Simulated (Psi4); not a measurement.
**CH6BNO2 (SMILES OBNCO): wB97X/def2-SVP**

Aim: the vertical singlet–triplet gap of CH6BNO2 at wB97X/def2-SVP, from 2 runs. 

Program for the calculation: Psi4 1.11.

3 further runs of the same task are left out: 3 set aside as unsound or not needed.

## Step 1: Starting point

CH6BNO2: 11 atoms, total charge 0, spin state singlet. As SMILES, `OBNCO`. The shape is that of a PBE0-D4/def2-TZVP optimisation. This is a higher conformer, about 10 kJ/mol above the lowest found by a separate search.

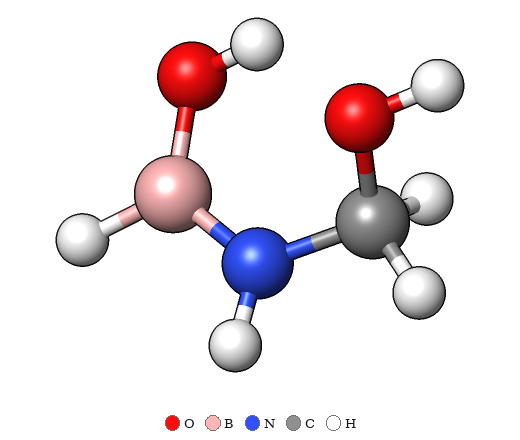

Viewed from a chosen angle; oxygen red, boron pink, nitrogen blue, carbon grey, hydrogen white.

## Step 2: Energy and forces at wB97X/def2-SVP

ch6bno2.xyz

```xyz
11
CH6BNO2
O     -0.365300     1.867300     0.524000
B     -0.151000     0.776300     1.310700
N      0.041300    -0.514500     0.761600
C     -0.074500    -0.827100    -0.621300
O      0.833500    -0.016400    -1.360600
H     -0.145900     1.684700    -0.397300
H     -0.135500     0.915900     2.499600
H      0.344000    -1.265700     1.354800
H     -1.095800    -0.629000    -0.978300
H      0.142100    -1.890000    -0.774600
H      0.672700    -0.158500    -2.298200
```

run.py

```python
import numpy as np
from ase.calculators.psi4 import Psi4
from ase.io import read

mol = read('ch6bno2.xyz')
calc = Psi4(atoms=mol, method='wb97x', basis='def2-SVP', memory='1600MB', num_threads=1, charge=0, multiplicity=1, label='ch6bno2')
calc.psi4.set_options({'puream': True, 'e_convergence': 1e-09, 'd_convergence': 1e-08, 'scf_type': 'pk', 'dft_radial_points': 99, 'dft_spherical_points': 590})
mol.calc = calc

forces = mol.get_forces()
print(f'energy: {mol.get_potential_energy():.6f} eV')
print('forces / eV A^-1')
print(np.round(forces, 5))
```

Command:

```bash
python run.py
```

ch6bno2.dat:

```text
[...]
  Running in c1 symmetry.
[...]
  Nuclear repulsion =  177.514872584306744
[...]
  Multiplicity = 1
[...]
  Nalpha       = 20
  Nbeta        = 20
[...]
    Number of basis functions: 100
[...]
   @RKS iter   1:  -271.32708413952747   -5.86660e-01   7.71774e-03 DIIS/ADIIS
[...]
   @RKS iter  12:  -271.57376442579545   -1.32445e-11   7.00452e-09 DIIS
[...]
    Orbital Energies [Eh]
    ---------------------
    Doubly Occupied:
       1A    -19.216631     2A    -19.188554     3A    -14.393027
       4A    -10.358174     5A     -6.849631     6A     -1.158406
       7A     -1.110786     8A     -1.004901     9A     -0.785450
      10A     -0.665011    11A     -0.651126    12A     -0.630691
      13A     -0.590480    14A     -0.537803    15A     -0.484836
      16A     -0.474970    17A     -0.458694    18A     -0.423205
      19A     -0.397572    20A     -0.362011
[...]
  @RKS Final Energy:  -271.57376442579545
   => Energetics <=
    Nuclear Repulsion Energy =            177.5148725843067439
    One-Electron Energy =                -722.0182661373783048
    Two-Electron Energy =                 298.0327388110100060
    DFT Exchange-Correlation Energy =     -25.1031096837339120
    Empirical Dispersion Energy =           0.0000000000000000
    VV10 Nonlocal Energy =                  0.0000000000000000
    Total Energy =                       -271.5737644257954457
[...]
 Multipole Moments:
 ------------------------------------------------------------------------------------
     Multipole            Electronic (a.u.)      Nuclear  (a.u.)        Total (a.u.)
 ------------------------------------------------------------------------------------
 L = 1.  Multiply by 2.5417464519 to convert [e a0] to [Debye]
 Dipole X            :          0.2841883           -0.3883805           -0.1041922
 Dipole Y            :          1.9889565           -3.2145404           -1.2255840
 Dipole Z            :          1.0269068           -2.0411157           -1.0142089
 Magnitude           :                                                    1.5942182
[...]
  -Total Gradient:
     Atom            X                  Y                   Z
    ------   -----------------  -----------------  -----------------
       1        0.000494337423    -0.000715798311    -0.000244543384
       2        0.000681246095    -0.003773060279     0.003506606848
       3        0.001198615620     0.002083568319     0.002593678168
       4       -0.007706679550    -0.008421755813     0.001244432300
       5        0.002957618289     0.000507224619    -0.002865667088
       6       -0.001212884856     0.001100912543     0.001477581214
       7       -0.000100726990    -0.000993747222    -0.006396962475
       8       -0.001794186083     0.004031984103    -0.003899819311
       9        0.005855201779    -0.000181650011     0.002309926408
      10       -0.000486872986     0.006145281756     0.000776312505
      11        0.000109902451     0.000173876381     0.001430113356
[...]
```

The script printed:

```text
energy: -7389.898538 eV
forces / eV A^-1
[[-0.02542  0.03681  0.01257]
 [-0.03503  0.19402 -0.18032]
 [-0.06164 -0.10714 -0.13337]
 [ 0.39629  0.43306 -0.06399]
 [-0.15209 -0.02608  0.14736]
 [ 0.06237 -0.05661 -0.07598]
 [ 0.00518  0.0511   0.32895]
 [ 0.09226 -0.20733  0.20054]
 [-0.30109  0.00934 -0.11878]
 [ 0.02504 -0.316   -0.03992]
 [-0.00565 -0.00894 -0.07354]]
```

Run time: 39 s. Hardware: 1 thread of Intel Xeon Platinum 8488C (Sapphire Rapids), shared host; peak memory 0.91 GiB.

## Step 3: The triplet at the same level

job.inp

```
memory 1600 MB

molecule {
  0 3
  O     -0.365300     1.867300     0.524000
  B     -0.151000     0.776300     1.310700
  N      0.041300    -0.514500     0.761600
  C     -0.074500    -0.827100    -0.621300
  O      0.833500    -0.016400    -1.360600
  H     -0.145900     1.684700    -0.397300
  H     -0.135500     0.915900     2.499600
  H      0.344000    -1.265700     1.354800
  H     -1.095800    -0.629000    -0.978300
  H      0.142100    -1.890000    -0.774600
  H      0.672700    -0.158500    -2.298200
  units angstrom
  symmetry c1
  no_reorient
  no_com
}

set {
  basis                def2-SVP
  reference            uks
  puream               true
  e_convergence        1e-09
  d_convergence        1e-08
  scf_type             pk
  dft_radial_points    99
  dft_spherical_points 590
  maxiter              100
}

gradient("wb97x")
```

Command:

```bash
psi4 job.inp job.out -n 1
```

job.out (excerpt; [...] marks lines left out):

```text
[...]
  Running in c1 symmetry.
[...]
  Nuclear repulsion =  177.514872584306744
[...]
  Multiplicity = 3
[...]
  Nalpha       = 21
  Nbeta        = 19
[...]
    Number of basis functions: 100
[...]
   @UKS iter   1:  -270.92870868383108   -1.88284e-01   8.11229e-03 ADIIS/DIIS
[...]
   @UKS iter  26:  -271.31304033811745   -2.13163e-11   7.02239e-09 DIIS
[...]
   @S^2 Observed:                2.007352167E+00
[...]
  @UKS Final Energy:  -271.31304033811745
   => Energetics <=
    Nuclear Repulsion Energy =            177.5148725843067439
    One-Electron Energy =                -720.7416948135681878
    Two-Electron Energy =                 296.9677569642030335
    DFT Exchange-Correlation Energy =     -25.0539750730590391
    Empirical Dispersion Energy =           0.0000000000000000
    VV10 Nonlocal Energy =                  0.0000000000000000
    Total Energy =                       -271.3130403381174460
[...]
 Multipole Moments:
[...]
  -Total Gradient:
     Atom            X                  Y                   Z
    ------   -----------------  -----------------  -----------------
       1        0.004586118471    -0.033702200655     0.036467000854
       2        0.015731297795    -0.048233794696    -0.079524217834
       3       -0.013161953801     0.059944116557     0.063696595896
       4       -0.012557451277     0.007892291121     0.001774278547
       5        0.004488666367    -0.000511763773    -0.011803656121
       6       -0.006515543284    -0.004024969462     0.004826571277
       7        0.000253428715     0.004101842669    -0.006246125584
       8       -0.005874242942     0.012020953665    -0.009367662694
       9        0.012876638515    -0.003702937925    -0.003142200131
      10       -0.002181058380     0.006054915935     0.000390788658
      11        0.002346374053     0.000114062039     0.002824152066
[...]
```

Wall time 90 s (1 thread of Intel Xeon Platinum 8488C (Sapphire Rapids), shared host); peak memory 0.91 GiB.

## Step 4: Results

At wB97X/def2-SVP:

| quantity | value |
| --- | --- |
| singlet: total energy | -271.57376 Eh |
| singlet: dipole moment | 4.05 D |
| singlet: HOMO energy | -9.85 eV |
| singlet: LUMO energy | 3.30 eV |
| singlet: HOMO–LUMO gap | 13.16 eV |
| singlet: largest force on an atom | 0.590 eV/Å |
| triplet: total energy | -271.31304 Eh |
| triplet: dipole moment | 6.95 D |
| triplet: HOMO energy (highest over α and β) | -2.86 eV |
| triplet: ⟨S²⟩ | 2.007 |
| triplet: largest force on an atom | 4.851 eV/Å |
| vertical energy of the triplet above the singlet | 7.095 eV |

What this shows: At this shape the triplet lies 7.09 eV (685 kJ/mol) above the singlet. The largest force (singlet) is 0.59 eV/Å: the shape isn't a stationary point for this species at this level.
